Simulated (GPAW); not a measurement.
## GdIBr: which magnetic order is lowest

Aim: find out whether GdIBr carries moments, and which collinear order costs least.

Calculated with GPAW 26.7.0; PBE with U = 6 eV on Gd f; plane waves with GPAW's PAW setups, scalar-relativistic.

## Step 1: Starting point

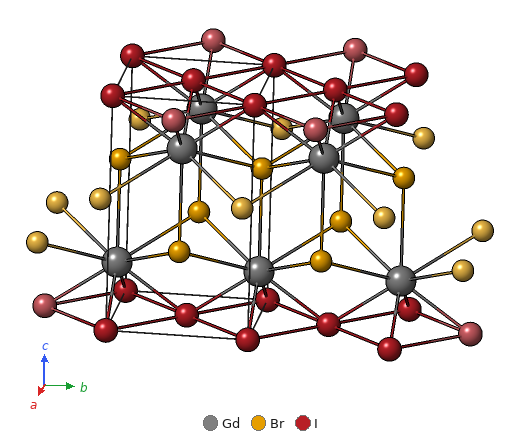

The cell as given, slightly off an axis (gadolinium grey, bromine orange, iodine red). 1×2×1 cells are drawn. Some periodic images of atoms are drawn too.

The cell is a made-up one and need not be a known phase.

The settings of this session are not all sound (see the inputs), so it shows what such settings give, not the properties of the crystal.

## Step 2: Order 1, typed as ferro ++

The parallel start comes first: it fits the smallest cell, keeps the most symmetry and shows whether parallel moments form. A Hubbard term is added for the open shell, at a value in common use.

order1.py reads:

```python
import json
import numpy as np
from ase import Atoms
from ase.parallel import paropen, parprint
from gpaw import GPAW

atoms = Atoms(['Gd', 'Gd', 'Br', 'Br', 'I', 'I'],
    cell=[[4.36137, 0.0, 0.0],
         [0.0, 4.36137, 0.0],
         [0.0, 0.0, 7.453089]],
    scaled_positions=[[0.0, 0.5, 0.79401802],
         [0.5, 0.0, 0.20598198],
         [0.0, 0.5, 0.35500378],
         [0.5, 0.0, 0.64499622],
         [0.0, 0.0, 0.0],
         [0.5, 0.5, 0.0]],
    pbc=True,
    magmoms=[7.0, 7.0, 0.0, 0.0, 0.0, 0.0])
atoms.calc = GPAW(mode={'name': 'pw', 'ecut': 560.0},
    xc='PBE',
    kpts={'size': (6, 6, 6), 'gamma': True},
    occupations={'name': 'fermi-dirac', 'width': 0.2},
    convergence={'density': 1e-05, 'energy': 1e-05},
    maxiter=200,
    charge=-0.3,
    setups={'Gd': ':f,6.0'},
    symmetry={'tolerance': 1e-4},
    txt='order1.txt')
e = atoms.get_potential_energy(force_consistent=True)
res = {'free_energy': e, 'energy_sigma0': atoms.get_potential_energy(), 'fermi_energy': atoms.calc.get_fermi_level()}
res['moments'] = atoms.get_magnetic_moments().tolist()
res['total'] = atoms.get_magnetic_moment()
parprint('site moments (muB):', np.round(res['moments'], 3))
parprint(f"total moment: {res['total']:.3f} muB")
parprint(f'free energy: {e:.6f} eV')
atoms.calc.write('order1.gpw')
with paropen('results.json', 'w') as f:
    json.dump(res, f)
```

Started as:

```bash
$ OMP_NUM_THREADS=1 mpirun -n 4 gpaw python order1.py > order1.log
```

Numbers of over 12 decimals in the logs are rounded to 6 here.

Log:

```text
site moments (muB): [ 7.169e+00  7.169e+00 -2.000e-03 -2.000e-03 -2.200e-02 -2.200e-02]
total moment: 15.542 muB
free energy: -29.887088 eV

--- order1.txt ---
Input parameters:
  mode=PW(ecut=560.0),
  charge=-0.3,
  convergence={'density': 1e-05, 'energy': 1e-05},
  kpts=MonkhorstPack(size=(6, 6, 6), gamma=True),
  maxiter=200,
  occupations=Occupations(name='fermi-dirac', width=0.2),
  setups={'Gd': ':f,6.0'},
  symmetry=Symmetry(tolerance=0.0001),
  xc=XC(name='PBE')

Diagonalizing LCAO Hamiltonian
Converting LCAO to pw mode
    .----------.
   /|          |
  / |          |
 * Gd          |
 |  |          |
 |  |          |
 |  |  Br      |
 | Br          |
 |  |          |
 |  .----------.
 | /   Gd     /
 |/          /
 I----------*

Atoms  # Å, Bohr magnetons
|   | symbol |        x |        y |        z |    initial magnetic moments |
|---|--------|----------|----------|----------|-----------------------------|
| 0 |     Gd | 0.000000 | 2.180685 | 5.917887 | ( 0.0000,  0.0000,  7.0000) |
| 1 |     Gd | 2.180685 | 0.000000 | 1.535202 | ( 0.0000,  0.0000,  7.0000) |
| 2 |     Br | 0.000000 | 2.180685 | 2.645875 | ( 0.0000,  0.0000,  0.0000) |
| 3 |     Br | 2.180685 | 0.000000 | 4.807214 | ( 0.0000,  0.0000,  0.0000) |
| 4 |      I | 0.000000 | 0.000000 | 0.000000 | ( 0.0000,  0.0000,  0.0000) |
| 5 |      I | 2.180685 | 2.180685 | 0.000000 | ( 0.0000,  0.0000,  0.0000) |

Unit cell  # Å
| periodic |        x |        y |        z |  lengths |    angles |
|----------|----------|----------|----------|----------|-----------|
|      yes | 4.361370 | 0.000000 | 0.000000 | 4.361370 | 90.000000 |
|      yes | 0.000000 | 4.361370 | 0.000000 | 4.361370 | 90.000000 |
|      yes | 0.000000 | 0.000000 | 7.453089 | 7.453089 | 90.000000 |

Number of symmetries: 8

BZ-sampling:
  Number of BZ points: 216
  Number of IBZ points: 40

  Monkhorst-Pack size: [6, 6, 6]
  Monkhorst-Pack shift: [0.083333, 0.083333, 0.083333]

K-points  # in reciprocal-cell coordinates
|     |                                coordinates |     weight |
|-----|--------------------------------------------|------------|
|   0 | (  0.00000000,   0.00000000,   0.00000000) | 0.00462963 |
|   1 | (  0.00000000,   0.00000000,   0.16666667) | 0.00925926 |
|   2 | (  0.00000000,   0.00000000,   0.33333333) | 0.00925926 |
|   3 | (  0.00000000,   0.00000000,   0.50000000) | 0.00462963 |
|   4 | (  0.16666667,   0.00000000,   0.00000000) | 0.01851852 |
|   5 | (  0.16666667,   0.00000000,   0.16666667) | 0.03703704 |
|   6 | (  0.16666667,   0.00000000,   0.33333333) | 0.03703704 |
|   7 | (  0.16666667,   0.00000000,   0.50000000) | 0.01851852 |
|   8 | (  0.16666667,   0.16666667,   0.00000000) | 0.01851852 |
|   9 | (  0.16666667,   0.16666667,   0.16666667) | 0.03703704 |
| ... |                                            |            |
|  39 | (  0.50000000,   0.50000000,   0.50000000) | 0.00462963 |

Plane wave coefficients: 4292
Cutoff: 560.0 eV

Spin-components: 2 (collinear spins)
Bands:           51
Projectors:      36
Spin-degeneracy: 1
Datatype:        complex128

Parallelization:
  kpt:    4
  domain: 1
  band:   1

Density:
  Valence electrons: 64.0
  Components: 2
  Grid points: [24 24 42]
  Charge: -0.3  # |e|

Potential:
  Grid points: [24 24 42]

species:
  Gd:
    name:    Gadolinium
    Z:       64.0
    valence: 18
    core:    46
    charge:  0.0  # [|e|]
    Hubbard: {U: 6.0,  # eV
              l: 3,
              scale: True}
    compensation charges:
      type: gauss
      rc: 0.35  # [Å]
      lmax: 2
    cutoffs:
      filter: 1.17  # [Å]
      core: 1.83  # [Å]
    projectors
    | kind |    occ | energy [eV] | rcut [Å] |
    |------|--------|-------------|----------|
    |   5s |  2.000 |     -49.740 |    1.164 |
    |   6s |  2.000 |      -4.126 |    1.164 |
    |   5p |  6.000 |     -27.264 |    1.164 |
    |   6p |  0.000 |      -1.333 |    1.164 |
    |   5d |  1.000 |      -2.532 |    1.164 |
    |   4f |  7.000 |      -8.689 |    1.164 |
    |    d |        |      24.679 |    1.164 |
    |    f |        |      18.522 |    1.164 |

    Using partial waves for Gd as LCAO basis

  Br:
    name:    Bromine
    Z:       35.0
    valence: 7
    core:    28
    charge:  0.0  # [|e|]
    compensation charges:
      type: gauss
      rc: 0.35  # [Å]
      lmax: 2
    cutoffs:
      filter: 1.98  # [Å]
      core: 2.38  # [Å]
    projectors
    | kind |    occ | energy [eV] | rcut [Å] |
    |------|--------|-------------|----------|
    |   4s |  2.000 |     -20.121 |    1.111 |
    |   4p |  5.000 |      -7.861 |    1.111 |
    |    s |        |       7.091 |    1.111 |
    |    p |        |      19.351 |    1.111 |
    |    d |        |       0.000 |    1.111 |

    Using partial waves for Br as LCAO basis

  I:
    name:    Iodine
    Z:       53.0
    valence: 7
    core:    46
    charge:  0.0  # [|e|]
    compensation charges:
      type: gauss
      rc: 0.37  # [Å]
      lmax: 2
    cutoffs:
      filter: 2.06  # [Å]
      core: 2.90  # [Å]
    projectors
    | kind |    occ | energy [eV] | rcut [Å] |
    |------|--------|-------------|----------|
    |   5s |  2.000 |     -17.382 |    1.164 |
    |   5p |  5.000 |      -7.088 |    1.164 |
    |    s |        |       9.829 |    1.164 |
    |    p |        |      20.123 |    1.164 |
    |    d |        |       0.000 |    1.164 |

    Using partial waves for I as LCAO basis

Reference energy: -1142289.234641  # eV

eigensolver:
  PPCG
  Converge bands: occupied
  niter=2

density mixing:
  MSR1-Mixer
  Pratt-step length: 0.05
  Maximum mixing coefficient: 0.75
  Old densities: 10
  SVD Regularization: 0.005
  Good broyden scale: 1.0
  Trust region scale: 1.0
  Backstep threshold: 4.0
  History deletion threshold: 6.0
  Fourier metric: weight=20.0, sigma=0.015

occupation numbers:
  Fermi-Dirac:
    width: 0.2000  # eV

poisson solver:
  ecut: 4480.0  # eV
  uniform background charge: -0.3  # electrons

xc functional:
  name: PBE with 2 nearest neighbor stencil

convergence criteria:
- Maximum integral of absolute [dens]ity change: 1e-05 electrons / valence electron
- Maximum [total energy] change in last 3 cyles: 1e-05 eV / valence electron
- Maximum integral of absolute [eigenst]ate change: 4e-08 eV^2 / valence electron
maximum number of iterations: 200

SCF iterations
|iter     |      energy | eigst |  dens |  magmom |
|---------|-------------|-------|-------|---------|
|iter:   1|       0s |  -37.674546 | +1.05 |       | +13.9866|
|iter:   2|       4s |  -35.478319 | -0.25 | -1.00 | +14.0333|
|iter:   3|       9s |  -30.219133 | -0.07 | -1.06 | +14.4424|
|iter:   4|      14s |  -29.635559 | -0.63 | -1.26 | +14.7997|
|iter:   5|      18s |  -29.635906 | -1.77 | -1.62 | +15.0622|
|iter:   6|      23s |  -29.653071 | -2.69 | -1.93 | +15.3491|
|iter:   7|      27s |  -29.656032 | -3.74 | -2.55 | +15.4163|
|iter:   8|      32s |  -29.658370 | -4.25 | -2.82 | +15.4738|
|iter:   9|      36s |  -29.659854 | -4.56 | -3.15 | +15.5156|
|iter:  10|      41s |  -29.660549 | -5.04 | -3.54 | +15.5380|
|iter:  11|      45s |  -29.660640 | -6.19 | -4.18 | +15.5415|
|iter:  12|      50s |  -29.660657c| -7.27 | -4.75 | +15.5422|
|iter:  13|      52s |  -29.660656c| -7.85c| -5.35c| +15.5422|

Converged in 13 steps
Energy contributions relative to reference atoms: (reference = -1142289.234641)

Energy contributions:
  Kinetic:         233.405532
  Coulomb:        -187.617683
  Zero:             -1.339789
  External:          0.000000
  Xc:              -73.882283
  Entropy:          -0.452865
  Spinorbit:         0.000000
  ----------------------------
  Free energy:     -29.887088
  Extrapolated:    -29.660656

dipole moment: (-63.730317, -63.730317, -74.068365)  # |e|*Ang

Total magnetic moment: (0.000000, 0.000000, 15.542217)

Local magnetic moments
|        x |        y |         z |
|----------|----------|-----------|
| 0.000000 | 0.000000 |  7.168789 |  # Gd   0
| 0.000000 | 0.000000 |  7.168789 |  # Gd   1
| 0.000000 | 0.000000 | -0.002064 |  # Br   2
| 0.000000 | 0.000000 | -0.002064 |  # Br   3
| 0.000000 | 0.000000 | -0.021690 |  # I    4
| 0.000000 | 0.000000 | -0.021690 |  # I    5

Fermi level: 11.317
Eigenvalues  # (at kpt = [0.000, 0.000, 0.000])
| band index |      eig [eV] | occ [0-1] |      eig [eV] | occ [0-1] |
|------------|---------------|-----------|---------------|-----------|
|          0 |       -35.068 |     1.000 |       -31.794 |     1.000 |
|        ... |               |           |               |           |
|         26 |         3.173 |     1.000 |        11.275 |     0.552 |
|         27 |         3.173 |     1.000 |        11.756 |     0.100 |
|         28 |         3.287 |     1.000 |        12.749 |     0.001 |
|         29 |         4.711 |     1.000 |        13.262 |     0.000 |
|         30 |         5.313 |     1.000 |        13.448 |     0.000 |
|         31 |         5.738 |     1.000 |        13.448 |     0.000 |
|         32 |         5.738 |     1.000 |        13.550 |     0.000 |
|         33 |         6.386 |     1.000 |        13.727 |     0.000 |
|         34 |         6.386 |     1.000 |        13.727 |     0.000 |
|         35 |         7.599 |     1.000 |        13.762 |     0.000 |
|         36 |         8.256 |     1.000 |        13.885 |     0.000 |
|         37 |         8.256 |     1.000 |        13.888 |     0.000 |
|         38 |        10.019 |     0.998 |        13.927 |     0.000 |
|         39 |        10.079 |     0.998 |        13.927 |     0.000 |
|         40 |        10.430 |     0.988 |        13.946 |     0.000 |
|         41 |        11.391 |     0.408 |        13.946 |     0.000 |
|        ... |               |           |               |           |
|         50 |        16.916 |     0.000 |        17.715 |     0.000 |

No gap
No difference between direct/indirect transitions
```

It took 63 s on 4 MPI ranks of Intel Xeon Platinum 8559C (Emerald Rapids), shared host; peak memory 1.3 GiB.

Spin moment in the augmentation sphere by atom:

| atom | spin moment in the augmentation sphere (μB) |
| --- | --- |
| Gd1 | 7.17 |
| Gd2 | 7.17 |
| Br3 | 0.00 |
| Br4 | 0.00 |
| I5 | -0.02 |
| I6 | -0.02 |

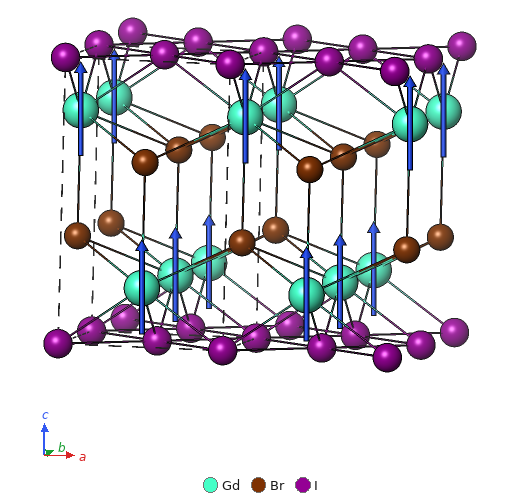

Spin moment in the augmentation sphere as arrows, the longest 7.17 μB. Up and down stand for the sign. Arrows give size and sign along the axis of quantisation, drawn up and down the page. 2×2×1 cells are drawn. Some periodic images of atoms are drawn too.

This step gave:

```
magnetization : 15.54 μB
final state   : ferromagnetic
```

After 13 cycles the largest moment stands at 7.17 μB.

## Step 3: Run 2 (antiferro +-)

Another pattern of signs weighs the neighbour shells otherwise.

order2.py is the script of step 2 with these lines changed:

```diff
@@ -17,3 +17,3 @@
     pbc=True,
-    magmoms=[7.0, 7.0, 0.0, 0.0, 0.0, 0.0])
+    magmoms=[7.0, -7.0, 0.0, 0.0, 0.0, 0.0])
 atoms.calc = GPAW(mode={'name': 'pw', 'ecut': 560.0},
@@ -27,3 +27,3 @@
     symmetry={'tolerance': 1e-4},
-    txt='order1.txt')
+    txt='order2.txt')
 e = atoms.get_potential_energy(force_consistent=True)
@@ -35,3 +35,3 @@
 parprint(f'free energy: {e:.6f} eV')
-atoms.calc.write('order1.gpw')
+atoms.calc.write('order2.gpw')
 with paropen('results.json', 'w') as f:
```

Started as:

```bash
$ OMP_NUM_THREADS=1 mpirun -n 4 gpaw python order2.py > order2.log
```

Log:

```text
site moments (muB): [ 7.102e+00 -7.102e+00  1.000e-03 -1.000e-03 -0.000e+00 -0.000e+00]
total moment: -0.000 muB
free energy: -29.822177 eV

--- order2.txt ---
Input parameters:
  mode=PW(ecut=560.0),
  charge=-0.3,
  convergence={'density': 1e-05, 'energy': 1e-05},
  kpts=MonkhorstPack(size=(6, 6, 6), gamma=True),
  maxiter=200,
  occupations=Occupations(name='fermi-dirac', width=0.2),
  setups={'Gd': ':f,6.0'},
  symmetry=Symmetry(tolerance=0.0001),
  xc=XC(name='PBE')

Diagonalizing LCAO Hamiltonian
Converting LCAO to pw mode
    .----------.
   /|          |
  / |          |
 * Gd          |
 |  |          |
 |  |          |
 |  |  Br      |
 | Br          |
 |  |          |
 |  .----------.
 | /   Gd     /
 |/          /
 I----------*

Atoms  # Å, Bohr magnetons
|   | symbol |        x |        y |        z |    initial magnetic moments |
|---|--------|----------|----------|----------|-----------------------------|
| 0 |     Gd | 0.000000 | 2.180685 | 5.917887 | ( 0.0000,  0.0000,  7.0000) |
| 1 |     Gd | 2.180685 | 0.000000 | 1.535202 | ( 0.0000,  0.0000, -7.0000) |
| 2 |     Br | 0.000000 | 2.180685 | 2.645875 | ( 0.0000,  0.0000,  0.0000) |
| 3 |     Br | 2.180685 | 0.000000 | 4.807214 | ( 0.0000,  0.0000,  0.0000) |
| 4 |      I | 0.000000 | 0.000000 | 0.000000 | ( 0.0000,  0.0000,  0.0000) |
| 5 |      I | 2.180685 | 2.180685 | 0.000000 | ( 0.0000,  0.0000,  0.0000) |

Unit cell  # Å
| periodic |        x |        y |        z |  lengths |    angles |
|----------|----------|----------|----------|----------|-----------|
|      yes | 4.361370 | 0.000000 | 0.000000 | 4.361370 | 90.000000 |
|      yes | 0.000000 | 4.361370 | 0.000000 | 4.361370 | 90.000000 |
|      yes | 0.000000 | 0.000000 | 7.453089 | 7.453089 | 90.000000 |

Number of symmetries: 4

BZ-sampling:
  Number of BZ points: 216
  Number of IBZ points: 64

  Monkhorst-Pack size: [6, 6, 6]
  Monkhorst-Pack shift: [0.083333, 0.083333, 0.083333]

Plane wave coefficients: 4292
Cutoff: 560.0 eV

Spin-components: 2 (collinear spins)
Bands:           43
Projectors:      36
Spin-degeneracy: 1
Datatype:        complex128

Parallelization:
  kpt:    4
  domain: 1
  band:   1

Density:
  Valence electrons: 64.0
  Components: 2
  Grid points: [24 24 42]
  Charge: -0.3  # |e|

Potential:
  Grid points: [24 24 42]

[... setups left out ...]
Reference energy: -1142289.234641  # eV

eigensolver:
  PPCG
  Converge bands: occupied
  niter=2

density mixing:
  MSR1-Mixer
  Pratt-step length: 0.05
  Maximum mixing coefficient: 0.75
  Old densities: 10
  SVD Regularization: 0.005
  Good broyden scale: 1.0
  Trust region scale: 1.0
  Backstep threshold: 4.0
  History deletion threshold: 6.0
  Fourier metric: weight=20.0, sigma=0.015

occupation numbers:
  Fermi-Dirac:
    width: 0.2000  # eV

poisson solver:
  ecut: 4480.0  # eV
  uniform background charge: -0.3  # electrons

xc functional:
  name: PBE with 2 nearest neighbor stencil

convergence criteria:
- Maximum integral of absolute [dens]ity change: 1e-05 electrons / valence electron
- Maximum [total energy] change in last 3 cyles: 1e-05 eV / valence electron
- Maximum integral of absolute [eigenst]ate change: 4e-08 eV^2 / valence electron
maximum number of iterations: 200

SCF iterations
|iter     |      energy | eigst |  dens |  magmom |
|---------|-------------|-------|-------|---------|
|iter:   1|       0s |  -37.494938 | +1.40 |       |  +0.0000|
|iter:   2|       7s |  -35.417504 | -0.17 | -1.00 |  +0.0000|
|iter:   3|      13s |  -30.267000 | -0.03 | -1.07 |  +0.0000|
|iter:   4|      19s |  -29.570184 | -0.39 | -1.27 |  -0.0000|
|iter:   5|      25s |  -29.568103 | -1.45 | -1.63 |  +0.0000|
|iter:   6|      32s |  -29.584299 | -2.25 | -1.96 |  -0.0000|
|iter:   7|      38s |  -29.585831 | -3.14 | -2.67 |  +0.0000|
|iter:   8|      44s |  -29.586837 | -3.63 | -2.99 |  -0.0000|
|iter:   9|      50s |  -29.587399 | -4.06 | -3.34 |  +0.0000|
|iter:  10|      56s |  -29.587744 | -4.40 | -3.69 |  -0.0000|
|iter:  11|      62s |  -29.587811c| -4.83 | -4.27 |  +0.0000|
|iter:  12|      68s |  -29.587838c| -5.18 | -4.64 |  -0.0000|
|iter:  13|      74s |  -29.587841c| -5.51 | -5.13c|  +0.0000|
|iter:  14|      80s |  -29.587840c| -5.83 | -5.43c|  -0.0000|
|iter:  15|      86s |  -29.587838c| -6.11 | -5.77c|  +0.0000|
|iter:  16|      92s |  -29.587838c| -6.35 | -5.93c|  -0.0000|
|iter:  17|      98s |  -29.587837c| -6.57 | -6.09c|  +0.0000|
|iter:  18|     105s |  -29.587837c| -6.73 | -6.36c|  +0.0000|
|iter:  19|     110s |  -29.587837c| -6.90 | -6.80c|  +0.0000|
|iter:  20|     116s |  -29.587836c| -7.04 | -6.91c|  -0.0000|
|iter:  21|     122s |  -29.587836c| -7.17 | -7.08c|  -0.0000|
|iter:  22|     128s |  -29.587836c| -7.28 | -6.86c|  -0.0000|
|iter:  23|     133s |  -29.587836c| -7.38 | -7.05c|  -0.0000|
|iter:  24|     138s |  -29.587836c| -7.46c| -7.40c|  -0.0000|

Converged in 24 steps
Energy contributions relative to reference atoms: (reference = -1142289.234641)

Energy contributions:
  Kinetic:         234.393563
  Coulomb:        -188.642330
  Zero:             -1.369542
  External:          0.000000
  Xc:              -73.735185
  Entropy:          -0.468683
  Spinorbit:         0.000000
  ----------------------------
  Free energy:     -29.822177
  Extrapolated:    -29.587836

dipole moment: (-63.724604, -63.724604, -74.066338)  # |e|*Ang

Total magnetic moment: (0.000000, 0.000000, -0.000000)

Local magnetic moments
|        x |        y |         z |
|----------|----------|-----------|
| 0.000000 | 0.000000 |  7.101636 |  # Gd   0
| 0.000000 | 0.000000 | -7.101636 |  # Gd   1
| 0.000000 | 0.000000 |  0.001287 |  # Br   2
| 0.000000 | 0.000000 | -0.001287 |  # Br   3
| 0.000000 | 0.000000 | -0.000000 |  # I    4
| 0.000000 | 0.000000 | -0.000000 |  # I    5

Fermi level: 11.332
Eigenvalues  # (at kpt = [0.000, 0.000, 0.000])
| band index |      eig [eV] | occ [0-1] |      eig [eV] | occ [0-1] |
|------------|---------------|-----------|---------------|-----------|
|          0 |       -35.044 |     1.000 |       -35.044 |     1.000 |
|        ... |               |           |               |           |
|         26 |         6.365 |     1.000 |         6.365 |     1.000 |
|         27 |         6.365 |     1.000 |         6.365 |     1.000 |
|         28 |         7.650 |     1.000 |         7.650 |     1.000 |
|         29 |         8.379 |     1.000 |         8.379 |     1.000 |
|         30 |         8.379 |     1.000 |         8.379 |     1.000 |
|         31 |        10.338 |     0.993 |        10.338 |     0.993 |
|         32 |        10.382 |     0.991 |        10.382 |     0.991 |
|         33 |        10.902 |     0.895 |        10.902 |     0.895 |
|         34 |        11.583 |     0.222 |        11.583 |     0.222 |
|         35 |        12.239 |     0.011 |        12.239 |     0.011 |
|         36 |        13.107 |     0.000 |        13.107 |     0.000 |
|         37 |        13.246 |     0.000 |        13.246 |     0.000 |
|         38 |        13.246 |     0.000 |        13.246 |     0.000 |
|         39 |        13.790 |     0.000 |        13.790 |     0.000 |
|         40 |        13.934 |     0.000 |        13.934 |     0.000 |
|         41 |        13.934 |     0.000 |        13.934 |     0.000 |
|         42 |        14.075 |     0.000 |        14.075 |     0.000 |

No gap
No difference between direct/indirect transitions
```

Run time: 2.5 min. Hardware: 4 MPI ranks; peak memory 1.4 GiB; 10 min of CPU time.

Spin moment in the augmentation sphere by atom:

| atom | spin moment in the augmentation sphere (μB) |
| --- | --- |
| Gd1 | 7.10 |
| Gd2 | -7.10 |
| Br3 | 0.00 |
| Br4 | 0.00 |
| I5 | 0.00 |
| I6 | 0.00 |

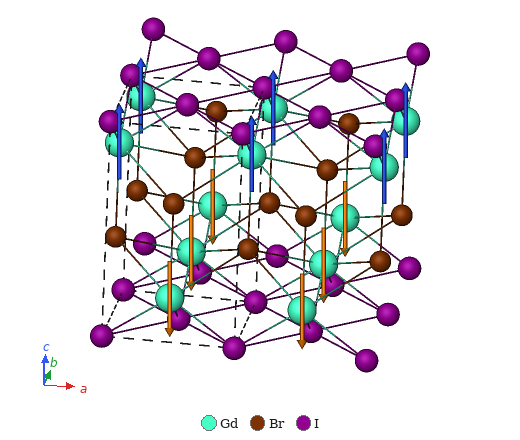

Spin moment in the augmentation sphere as arrows, the longest 7.10 μB. Up and down stand for the sign. Arrows give size and sign along the axis of quantisation, drawn up and down the page. The two directions have two colours. 2×2×1 cells are drawn. Some periodic images of atoms are drawn too.

Read from the output:

```yaml
magnetization: 0 μB
final_state: antiferromagnetic
```

It lies 32.5 meV a seeded atom over the first start, and its largest moment is 7.10 μB against 7.17 μB.

(Part 1 of 2 ends here.)

[Logs and program files are shortened in this print: banners, set-up blocks, solver, clock and traceback lines can be left out without a mark of their own.]

[Logs are printed without paths, hosts, clocks, repeated set-up lines and the standing remarks that a program may print on its own settings, such as how far it seeks lower states.]

[Hosts, paths, dates, database ids (printed as entryN), source tags and the programs' standing remarks are cut or masked in the printed files.]

[Where a cell is said to come from a database of computed structures, the database is the Materials Project.]
